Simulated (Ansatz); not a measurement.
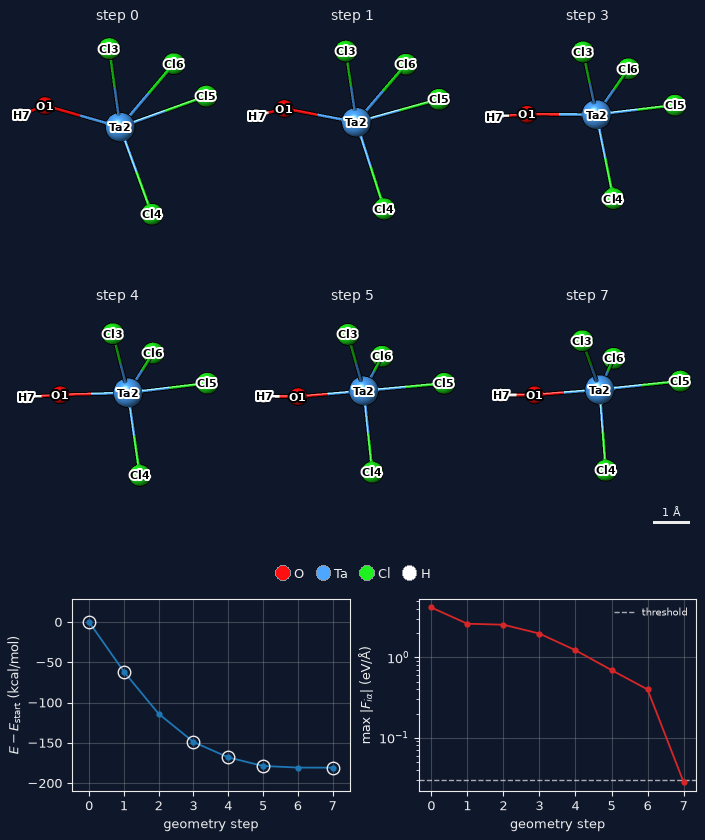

Frames of a relaxation of TaHOCl₄ (coarse preliminary run), marked on the history of the run. A ball-and-stick model, seen face on.

The start comes from a force field.

Theory: RKS PBE-D4/def2-SVP in Ansatz 0.2.0.

Input
```yaml
crystal:
  periodic: [false, false, false]
  atoms:
    - {symbol: O, position_ang: [0.829800, -1.824200, 0.598900]}
    - {symbol: Ta, position_ang: [-0.462000, -0.144800, -0.102200]}
    - {symbol: Cl, position_ang: [2.153700, 0.242600, -0.460000]}
    - {symbol: Cl, position_ang: [-2.576100, -0.489500, -1.684300]}
    - {symbol: Cl, position_ang: [-0.278200, 2.306200, -1.010300]}
    - {symbol: Cl, position_ang: [-0.147100, 2.275500, 1.338300]}
    - {symbol: H, position_ang: [0.541200, -2.433800, 1.274000]}
basis:
  gaussian: {orbitals: def2-SVP}
hamiltonian: {xc: pbe, dispersion: d4}
relax: {f_tol: 0.03, max_steps: 200}
```

Command:
```bash
ansatz run in.yaml --threads 4 --pin off --events-out ev --progress --plain --max-ram 11315MiB
```

What happens along the run?

Answer. The largest move after the best rigid fit is that of Cl6, 1.02 Å. By element the largest moves are Cl 1.02 Å, O 0.82 Å, Ta 0.59 Å, H 0.30 Å. Some distances before and after: Cl5–Cl6 2.352 → 3.283 Å, Ta2–Cl6 2.834 → 2.314 Å, Ta2–Cl4 2.663 → 2.312 Å, Ta2–Cl3 2.668 → 2.318 Å. Among the angles between lasting bonds that change: Ta2–O1–H7 121.9° → 174.6°, Cl3–Ta2–Cl6 80.5° → 120.6°, Cl5–Ta2–Cl6 50.9° → 89.4°. Over 7 geometry steps the energy falls by 180.7 kcal/mol. The largest force component goes from 4.2 to 0.028 eV/Å. From step 0 to 1: Ta2 moves most (0.19 Å), energy −61.6 kcal/mol. From step 1 to 3: Cl6 moves most (0.39 Å), energy −87.3 kcal/mol. From step 3 to 4: Cl6 moves most (0.20 Å), energy −19.1 kcal/mol. From step 4 to 5: Cl6 moves most (0.19 Å), energy −10.6 kcal/mol. From step 5 to 7: Cl3 moves most (0.23 Å), energy −2.12 kcal/mol.

| step | E − E(0), kcal/mol | largest force component, eV/Å |
| --- | --- | --- |
| 0 | 0.00 | 4.1998 |
| 1 | -61.55 | 2.6358 |
| 2 | -113.85 | 2.5616 |
| 3 | -148.84 | 1.9857 |
| 4 | -167.98 | 1.2309 |
| 5 | -178.63 | 0.6961 |
| 6 | -180.64 | 0.3996 |
| 7 | -180.75 | 0.0279 |
